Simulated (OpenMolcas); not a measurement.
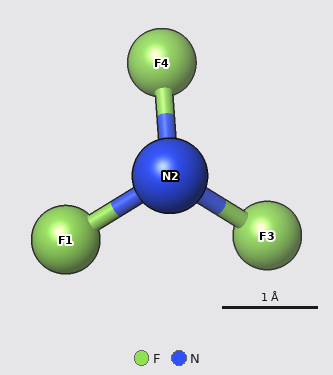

**Figure 1.** The input geometry (ball-and-stick view, seen on its broad side; atoms are numbered from 1 in the order of the input).

**NF₃: single-point calculation**

The run: single-point calculation of NF₃, multiplicity 3. Method and program: HF/STO-3G, UHF (OpenMolcas 26.06).

The geometry is that of the parent species in another charge or spin state. The geometry comes from this level: GFN2-xTB.

## Input file
```
* F3N Hartree-Fock

&GATEWAY
  BasLib = $CurrDir
  Coord = mol.xyz
  Basis = STO-3G
  Group = NoSym

&SEWARD

&SCF
  UHF
  Spin = 3
  Thresholds = 1e-10 1e-07 1e-07 1e-05
  PrOrbitals = 1 1
```

## File mol.xyz
```
4

F      0.623050    -0.000560     1.070480
N      0.341300    -0.071640    -0.257040
F     -0.635810    -1.014280    -0.318110
F     -0.328540     1.086490    -0.495330
```

Command:
```bash
export MOLCAS_MEM=1860
pymolcas calc.input > calc.log
```

## The program's output
```
--- Start Module: gateway ---

                                              &GATEWAY

                       available to each process: 1.9 GB of memory, 1 thread

 Basis Set     1 Label: F.STO-3G
 Basis set is read from library:.
 basistype.tbl is not found

 Basis Set     2 Label: N.STO-3G
 Basis set is read from library:.
 basistype.tbl is not found

 Basis Set     3 Label: F.STO-3G
 Basis set is read from library:.
 basistype.tbl is not found

++    Symmetry information:
      ---------------------

                    Character Table for C1

                             E
                    a        1  x, y, xy, Rz, z, xz, Ry, yz, Rx, I
--

++    Basis set information:
      ----------------------

      Basis set label: F.STO-3G.........

      Electronic valence basis set:
      ------------------
      Associated Effective Charge   9.000000 au
      Associated Actual Charge      9.000000 au
      Nuclear Model: Point charge

      Shell  nPrim  nBasis  Cartesian Spherical Contaminant
         s       6       2        X
         p       3       1        X

      Basis set label: N.STO-3G.........

      Electronic valence basis set:
      ------------------
      Associated Effective Charge   7.000000 au
      Associated Actual Charge      7.000000 au
      Nuclear Model: Point charge

      Shell  nPrim  nBasis  Cartesian Spherical Contaminant
         s       6       2        X
         p       3       1        X

      Basis set label: F.STO-3G.........

      Electronic valence basis set:
      ------------------
      Associated Effective Charge   9.000000 au
      Associated Actual Charge      9.000000 au
      Nuclear Model: Point charge

      Shell  nPrim  nBasis  Cartesian Spherical Contaminant
         s       6       2        X
         p       3       1        X
--

++    Molecular structure info:
      -------------------------

                    ************************************************
                    **** Cartesian Coordinates / bohr, angstrom ****
                    ************************************************

     Center  Label                x              y              z                     x              y              z
        1      F1               1.177394      -0.001058       2.022914              0.623050      -0.000560       1.070480
        2      N2               0.644964      -0.135380      -0.485735              0.341300      -0.071640      -0.257040
        3      F3              -1.201507      -1.916711      -0.601141             -0.635810      -1.014280      -0.318110
        4      F4              -0.620851       2.053169      -0.936038             -0.328540       1.086490      -0.495330

                    ***************************************
                    *    InterNuclear Distances / bohr    *
                    ***************************************

               1 F1            2 N2            3 F3            4 F4
    1 F1       0.000000
    2 N2       2.568043        0.000000
    3 F3       4.026731        2.568251        0.000000
    4 F4       4.026031        2.568035        4.026073        0.000000

                    *******************************************
                    *    InterNuclear Distances / angstrom    *
                    *******************************************

               1 F1            2 N2            3 F3            4 F4
    1 F1       0.000000
    2 N2       1.358950        0.000000
    3 F3       2.130854        1.359060        0.000000
    4 F4       2.130484        1.358945        2.130506        0.000000

                    **************************************
                    *    Valence Bond Angles / degree    *
                    **************************************
                          Atom centers                 Phi
                      1 F1       2 N2       3 F3       103.25
                      1 F1       2 N2       4 F4       103.23
                      3 F3       2 N2       4 F4       103.23
--

            Nuclear Potential Energy            133.94849326 au

--- Stop Module: gateway /rc=_RC_ALL_IS_WELL_ ---

--- Start Module: seward ---

                                              &SEWARD

                       available to each process: 1.9 GB of memory, 1 thread

               SEWARD will generate:
                  Multipole Moment integrals up to order  2
                  Kinetic Energy integrals
                  Nuclear Attraction integrals (point charge)
                  One-Electron Hamiltonian integrals
                  Velocity integrals
                  Orbital angular momentum around ( -0.0454   0.0095   0.0342 )
                  Velocity quadrupole around ( -0.0454   0.0095   0.0342 )
                  Two-Electron Repulsion integrals

                   Integrals are discarded if absolute value <: 1.00E-14
                   Integral cutoff threshold is set to       <: 1.00E-16

            Nuclear Potential Energy            133.94849326 au

      Basis set specifications :
      Symmetry species         a
      Basis functions           20

--- Stop Module: seward /rc=_RC_ALL_IS_WELL_ ---

--- Start Module: scf ---

                                                &SCF

                       available to each process: 1.9 GB of memory, 1 thread

++    Input section:
      --------------

      Header of the integral files:

      Cartesian coordinates in angstrom:
      -----------------------------------------------------
      No.  Label        X            Y            Z
      -----------------------------------------------------
       1   F1         0.62305000  -0.00056000   1.07048000
       2   N2         0.34130000  -0.07164000  -0.25704000
       3   F3        -0.63581000  -1.01428000  -0.31811000
       4   F4        -0.32854000   1.08649000  -0.49533000
      -----------------------------------------------------
      Nuclear repulsion energy =  133.94849326
--

++    Orbital specifications:
      -----------------------

      Symmetry species               1
                                     a
      Frozen orbitals                0
      Start temperature = 0.500
      End temperature   = 0.010
      Temperature Factor= 0.460
      Deleted orbitals               0
      Total number of orbitals      20
      Number of basis functions     20
--

      Molecular charge                           0.000

++    Optimization specifications:
      ----------------------------

      SCF Algorithm: Conventional USCF
      D(i)-D(i-1) density differences are used
      Number of density matrices in core                 5
      Maximum number of NDDO SCF iterations            400
      Maximum number of HF SCF iterations              400
      Threshold for SCF energy change             1.00E-10
      Threshold for density matrix                1.00E-07
      Threshold for Fock matrix                   1.00E-07
      Threshold for linear dependence             1.00E-09
      Threshold at which DIIS is turned on        1.50E-01
      Maximum depth in the DIIS procedure                5
      Maximum depth in the BFGS Hessian update          30
      Threshold at which QNR/C2DIIS is turned on  7.50E-02
      Threshold for Norm(delta) (QNR/C2DIIS)      1.00E-05
      All orbitals punched on: UHFORB
--

      Input vectors read from INPORB
      Orbital file label: *Guess orbitals

++ Convergence information
                               UHF SCF        iterations: Energy and convergence statistics

Iter     Tot. SCF        One-elec.       Two-elec.     Energy      Max Dij or  Max Fij      DNorm      TNorm      AccCon     Time
         Energy          Energy          Energy        Change      Delta Norm                                                in Sec.
   1  -343.842251918  -755.926037515   278.135292337   0.00E+00    4.67E-02*   1.57E-01*    9.26E+00   7.48E+01   None         0.
   2  -346.081356293  -755.701445690   275.671596137  -2.24E+00*   3.58E-01*   2.50E-01*    3.25E+00   7.43E+01   EDIIS        0.
   3  -346.860406570  -754.888234439   274.079334609  -7.79E-01*   1.48E-01*   1.53E-01*    1.96E+00   7.42E+01   EDIIS        0.
   4  -347.152040342  -755.253763996   274.153230394  -2.92E-01*   1.27E-01*   1.37E-01*    1.49E+00   7.42E+01   EDIIS        0.
   5  -347.270022537  -755.009899296   273.791383499  -1.18E-01*   1.54E-01*   6.69E-02*    1.41E+00   7.42E+01   EDIIS        0.
   6  -347.296520506  -755.019215171   273.774201405  -2.65E-02*   2.67E-02*   3.12E-02*    5.07E-01   7.41E+01   EDIIS        0.
   7  -347.412927565  -755.029593165   273.668172340  -1.16E-01*   7.24E-02*   5.05E-02*    2.06E+00   7.42E+01   EDIIS        0.
   8  -347.427113337  -755.050760040   273.675153442  -1.42E-02*   2.81E-02*   2.69E-02*    2.86E-01   7.42E+01   EDIIS        0.
   9  -347.429506230  -755.044360836   273.666361345  -2.39E-03*   2.33E-02*   8.85E-03*    1.36E-01   7.42E+01   EDIIS        0.

       Fermi aufbau procedure completed!
      nOcc(alpha)=   18
      nOcc(beta) =   16

  10  -347.430580803  -755.041915904   273.662841841  -1.07E-03*   1.33E-02*   1.86E-02*    9.19E-02   7.42E+01   c2DIIS       0.
  11  -347.431797855  -755.032735070   273.652443955  -1.22E-03*   2.16E-02*   3.70E-03*    5.87E-02   7.42E+01   QNRc2DIIS    0.
  12  -347.431942897  -755.033214658   273.652778501  -1.45E-04*   2.12E-01*   4.12E-03*    4.78E-02   7.42E+01   QNRc2DIIS    0.
  13  -347.433034738  -755.034997287   273.653469289  -1.09E-03*   1.72E-01*   9.23E-03*    4.87E-01   7.42E+01   QNRc2DIIS    0.
  14  -347.431491687  -755.040345286   273.660360339   1.54E-03*   2.50E-01*   1.17E-02*    4.07E-01   7.42E+01   QNRc2DIIS    0.
  15  -347.431389706  -755.039989678   273.660106712   1.02E-04*   2.94E-02*   2.65E-03*    5.81E-01   7.42E+01   QNRc2DIIS    0.
  16  -347.431513388  -755.038780540   273.658773892  -1.24E-04*   1.06E-01*   2.27E-03*    6.64E-02   7.42E+01   QNRc2DIIS    0.
  17  -347.431592318  -755.025028139   273.644942561  -7.89E-05*   1.66E-02*   1.61E-03*    2.26E-01   7.42E+01   QNRc2DIIS    0.
  18  -347.431584517  -755.028107905   273.648030127   7.80E-06*   1.22E-02*   2.40E-03*    3.45E-02   7.42E+01   QNRc2DIIS    0.
  19  -347.431630900  -755.029530105   273.649405945  -4.64E-05*   1.21E-02*   9.08E-04*    2.29E-02   7.42E+01   QNRc2DIIS    0.
  20  -347.431651005  -755.031552978   273.651408713  -2.01E-05*   8.71E-03*   9.05E-04*    2.55E-02   7.42E+01   QNRc2DIIS    0.
  21  -347.431658258  -755.032566640   273.652415122  -7.25E-06*   7.56E-03*   1.03E-03*    1.94E-02   7.42E+01   QNRc2DIIS    0.
  22  -347.431660475  -755.033416110   273.653262374  -2.22E-06*   3.40E-03*   1.13E-03*    1.69E-02   7.42E+01   QNRc2DIIS    0.
  23  -347.431664723  -755.033475375   273.653317391  -4.25E-06*   7.67E-03*   1.21E-03*    7.99E-03   7.42E+01   QNRc2DIIS    0.
  24  -347.431671051  -755.031954683   273.651790372  -6.33E-06*   4.18E-03*   1.22E-03*    1.51E-02   7.42E+01   QNRc2DIIS    0.
  25  -347.431672446  -755.031128342   273.650962636  -1.39E-06*   5.99E-03*   1.28E-03*    8.00E-03   7.42E+01   QNRc2DIIS    0.
  26  -347.431680092  -755.031846498   273.651673146  -7.65E-06*   1.52E-03*   1.34E-03*    1.34E-02   7.42E+01   QNRc2DIIS    0.
  27  -347.431681089  -755.031578183   273.651403834  -9.97E-07*   6.56E-02*   1.33E-03*    2.88E-03   7.42E+01   QNRc2DIIS    0.
  28  -347.431623186  -755.031515993   273.651399547   5.79E-05*   5.15E-03*   1.05E-03*    1.55E-01   7.42E+01   QNRc2DIIS    0.
  29  -347.431629754  -755.031531716   273.651408702  -6.57E-06*   2.94E-02*   9.04E-04*    1.28E-02   7.42E+01   QNRc2DIIS    0.
  30  -347.431642863  -755.032026956   273.651890833  -1.31E-05*   1.91E-03*   2.02E-04*    7.23E-02   7.42E+01   QNRc2DIIS    0.
  31  -347.431643336  -755.031991727   273.651855131  -4.73E-07*   3.15E-03*   1.56E-04*    4.48E-03   7.42E+01   QNRc2DIIS    0.
  32  -347.431643796  -755.031767479   273.651630423  -4.60E-07*   2.60E-04*   4.36E-05*    6.62E-03   7.42E+01   QNRc2DIIS    0.
  33  -347.431643813  -755.031734138   273.651597066  -1.64E-08*   4.64E-04*   2.92E-05*    4.57E-04   7.42E+01   QNRc2DIIS    0.
  34  -347.431643828  -755.031671368   273.651534280  -1.50E-08*   5.29E-05*   5.96E-06*    7.50E-04   7.42E+01   QNRc2DIIS    0.
  35  -347.431643828  -755.031666614   273.651529526  -6.27E-10*   1.15E-05*   4.46E-06*    9.25E-05   7.42E+01   QNRc2DIIS    0.
  36  -347.431643828  -755.031665798   273.651528709  -1.40E-10*   7.78E-05*   3.98E-06*    1.84E-05   7.42E+01   QNRc2DIIS    0.
  37  -347.431643829  -755.031659102   273.651522013  -4.70E-10*   7.07E-06    1.43E-06*    1.23E-04   7.42E+01   QNRc2DIIS    0.
  38  -347.431643829  -755.031659187   273.651522098  -1.53E-11    2.28E-06    8.92E-07*    1.17E-05   7.42E+01   QNRc2DIIS    0.
  39  -347.431643829  -755.031659272   273.651522183  -3.64E-12    1.32E-05*   7.76E-07*    3.58E-06   7.42E+01   QNRc2DIIS    0.
  40  -347.431643829  -755.031661028   273.651523939  -1.10E-11    6.64E-07    5.93E-08     2.08E-05   7.42E+01   QNRc2DIIS    0.

       Convergence after  40 Iterations
--

 *****************************************************************************************************************************
 *                                             SCF/KS-DFT Program, Final results                                             *
 *                                                       Final Results                                                       *
 *****************************************************************************************************************************

::    Total SCF energy                               -347.4316438290
      One-electron energy                            -755.0316610277
      Two-electron energy                             273.6515239385
      Nuclear repulsion energy                        133.9484932602
      Kinetic energy (interpolated)                   344.4465530461
      Virial theorem                                    1.0086663395
      Total spin, S(S+1)                                2.0356473397
      Total spin, S                                     1.0118357516
      Max non-diagonal density matrix element           0.0000002935
      Max non-diagonal Fock matrix element              0.0000001022

      All orbitals with orbital energies smaller than  E(LUMO)+0.5 are printed

++    Molecular orbitals:
      -------------------

      Title: UHF orbitals (alpha)

      Molecular orbitals for symmetry species 1: a

          Orbital            1         2         3         4         5         6         7         8         9        10
          Energy          -26.0512  -25.9621  -25.9620  -15.5682   -1.6764   -1.5369   -1.5356   -1.0247   -0.7756   -0.7110
          Occ. No.          1.0000    1.0000    1.0000    1.0000    1.0000    1.0000    1.0000    1.0000    1.0000    1.0000

          Orbital           11        12        13        14        15        16        17        18        19        20
          Energy           -0.6923   -0.5657   -0.5557   -0.5091   -0.5040   -0.4733   -0.4438   -0.0757    0.4368    0.4736
          Occ. No.          1.0000    1.0000    1.0000    1.0000    1.0000    1.0000    1.0000    1.0000    0.0000    0.0000

--

      All orbitals with orbital energies smaller than  E(LUMO)+0.5 are printed

++    Molecular orbitals:
      -------------------

      Title: UHF orbitals (beta)

      Molecular orbitals for symmetry species 1: a

          Orbital            1         2         3         4         5         6         7         8         9        10
          Energy          -26.0502  -25.9429  -25.9428  -15.5330   -1.6218   -1.4926   -1.4407   -0.8928   -0.6543   -0.6277
          Occ. No.          1.0000    1.0000    1.0000    1.0000    1.0000    1.0000    1.0000    1.0000    1.0000    1.0000

          Orbital           11        12        13        14        15        16        17        18        19        20
          Energy           -0.5948   -0.4870   -0.4823   -0.4570   -0.4535   -0.4318    0.1534    0.5239    0.6016    0.6202
          Occ. No.          1.0000    1.0000    1.0000    1.0000    1.0000    1.0000    0.0000    0.0000    0.0000    0.0000

--

++    Molecular charges:
      ------------------

      Mulliken charges per centre and basis function type
      ---------------------------------------------------

                            F1                      N2                      F3                      F4
                     alpha        beta       alpha        beta       alpha        beta       alpha        beta
      1s           1.9775      1.9762      1.8324      1.7225      1.9877      1.9741      1.9878      1.9741
      2px          0.9617      0.9537      0.5596      0.2720      0.9517      0.5734      0.9899      0.7137
      2pz          0.5809      0.6043      0.5506      0.3737      0.9868      0.9548      0.9814      0.9521
      2py          0.9988      0.9864      0.9911      0.4788      0.8472      0.8141      0.8148      0.6760
      Total        4.5189      4.5206      3.9337      2.8470      4.7735      4.3164      4.7739      4.3160
      Total              9.0395                  6.7808                  9.0898                  9.0899

      Charge           -0.0395                  0.2192                 -0.0898                 -0.0899

      Total electronic charge=   34.000000

      Total            charge=   -0.000000
--

++    Molecular orbitals:
      -------------------

      Title: Natural orbitals

      Molecular orbitals for symmetry species 1: a

          Orbital            1         2         3         4         5         6         7         8         9        10
          Energy          -26.0507  -25.9525  -25.9524  -15.5499   -1.5902   -1.4964   -1.4867   -0.8073   -0.6772   -0.6420
          Occ. No.          2.0000    2.0000    2.0000    2.0000    2.0000    2.0000    2.0000    2.0000    2.0000    2.0000

          Orbital           11        12        13        14        15        16        17        18        19        20
          Energy           -0.5792   -0.5303   -0.4881   -0.4607   -0.6839   -0.6130   -0.1715    0.2677    0.5112    0.4934
          Occ. No.          2.0000    2.0000    2.0000    2.0000    1.9960    1.9861    1.0000    1.0000    0.0139    0.0040

--

++    Molecular properties:
      ---------------------

      Charge (e):
                      =   -0.0000
      Dipole Moment (debye):
      Origin of the operator (angstrom)=   -0.0240    0.0050    0.0181
                   X=  4.3632E-01               Y= -6.3804E-02               Z= -4.4505E-04           Total=  4.4096E-01
      Quadrupole Moment (debye*angstrom):
      Origin of the operator (angstrom)=   -0.0240    0.0050    0.0181
                  XX= -1.6520E+01              XY= -2.7820E-01              XZ= -5.0700E-01              YY= -1.8075E+01
                  YZ=  1.7914E-01              ZZ= -1.6890E+01
      In traceless form (debye*angstrom)
                  XX=  9.6318E-01              XY= -4.1730E-01              XZ= -7.6050E-01              YY= -1.3702E+00
                  YZ=  2.6871E-01              ZZ=  4.0707E-01
--

--- Stop Module: scf /rc=_RC_ALL_IS_WELL_ ---

.##################.
.# Happy landing! #.
.##################.

    Timing: Wall=1.23 User=0.95 System=0.27
```

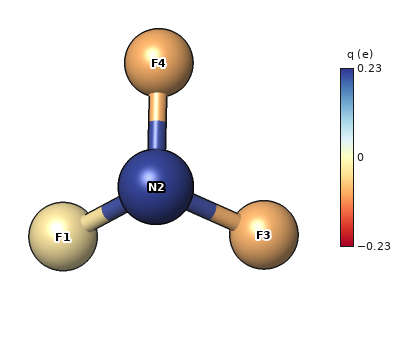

**Figure 2.** Mulliken charges, as the colour of each atom (ball-and-stick view, seen at a tilt; atoms are numbered from 1 in the order of the input). By element: F −0.09 to −0.04 and N +0.22 e.

## Results in brief

| quantity | value |
| --- | --- |
| outcome | converged |
| total energy | −347.431644 hartree |
| basis functions | 20 |
| ⟨S²⟩ | 2.036 |
| dipole moment | 0.44 debye |
| hardware | 1 thread of Intel Xeon (Granite Rapids), 64 GiB of memory available, shared host |
| wall time | 1.4 s |
| peak memory | 0.37 GiB |
